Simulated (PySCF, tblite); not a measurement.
**C5H4F2: geometry, infrared bands, NMR shifts and spin-spin couplings**

What infrared bands, NMR shifts and spin-spin couplings should C5H4F2 (`C#CC(=C)C(F)F`) show?

Computed with tblite 0.8.0 and PySCF 2.14.0, with density-fitted response routines of our own, on a single molecule in the gas phase. Atoms count from 0, in the outputs and in this text.

### Step 1. The molecule as given

11 atoms, charge 0, multiplicity 1; geometry from: force field or distance geometry start.

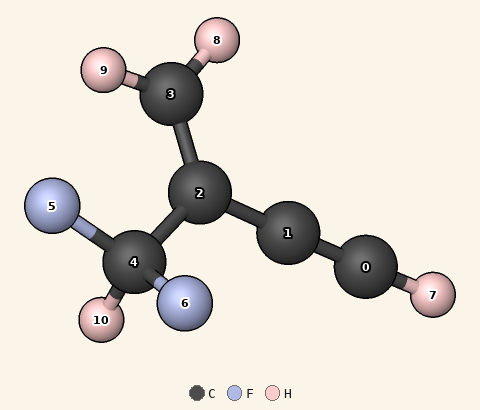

The starting geometry (carbon dark grey, fluorine light blue, hydrogen pink), atoms numbered; sticks join atoms by distance.

### Step 2. Optimising the geometry with GFN2-xTB

What the job is given:

```
{"job": {"kind": "relax", "xc": "GFN2-xTB", "basis": "xTB"}, "charge": 0, "multiplicity": 1}
C      2.124200    -1.396900     0.084600
C      1.147200    -0.662200    -0.029900
C      0.020700     0.200400    -0.133600
C      0.128800     1.520500    -0.325700
C     -1.348800    -0.373500    -0.046900
F     -2.278500     0.655100    -0.195700
F     -1.613800    -0.961500     1.160800
H      2.974500    -2.016100     0.185600
H      1.105000     1.987500    -0.384100
H     -0.776700     2.096300    -0.390700
H     -1.477100    -1.046900    -0.910500
```

On the command line:

```sh
> OMP_NUM_THREADS=1 python probes_run.py task.json out
```

The driver reads the jobs from task.json and runs them one after another.

**Question.** This job is followed by: GFN2-xTB harmonic vibrations, gas phase; GIAO PBE0/pcSseg-1 NMR shielding, non-relativistic, gas phase; B3LYP/pcJ-1 indirect spin-spin coupling, non-relativistic, gas phase. Predict these results of the whole session: strongest single infrared mode (GFN2-xTB); zero-point energy (GFN2-xTB); 13C shifts against TMS (PBE0/pcSseg-1); 1H shifts against TMS (PBE0/pcSseg-1); 19F shifts against CFCl3 (PBE0/pcSseg-1, means over atoms taken as alike); largest coupling of the table (B3LYP/pcJ-1).

As calculated:

| quantity | value |
| --- | --- |
| strongest single infrared mode (GFN2-xTB) | 1019 cm⁻¹, 194 km/mol |
| zero-point energy (GFN2-xTB) | 44.9 kcal/mol |
| 13C shifts against TMS (PBE0/pcSseg-1) | 136.9, 133.0, 119.2, 92.1, 84.4 ppm |
| 1H shifts against TMS (PBE0/pcSseg-1) | 6.59, 6.42, 6.39, 2.87 ppm |
| 19F shifts against CFCl3 (PBE0/pcSseg-1, means over atoms taken as alike) | -136.2 ppm |
| largest coupling of the table (B3LYP/pcJ-1) | 1J(C,F) C4–F5, -304.1 Hz |

In words: The optimisation took 71 steps and gained 0.221 eV; among the close pairs (by a distance rule), C4–F5 changed most, from 1.394 to 1.353 Å. All 27 modes are real, so the xTB geometry is a minimum. The strongest single mode, at 1019 cm⁻¹, moves mainly C4. Unscaled tight-binding wavenumbers are off by several per cent, some by more. Its intensities can rank the bands wrongly. C3 (terminal =CH2 carbon) lies farthest downfield among carbon, at 136.9 ppm; the olefinic region. At PBE0/pcSseg-1: The largest span, 294 ppm, is at C1, where the paramagnetic term is -149 ppm. In the run at B3LYP/pcJ-1, the largest coupling of the table is C4–F5 (mean over like pairs), -304.1 Hz, of which the Fermi-contact term gives -304.2 Hz. Couplings across rotatable bonds belong to this one conformer; where others are populated, the observed values are averages. Density functionals describe couplings to fluorine poorly, F–F couplings above all, so those rows are rough.
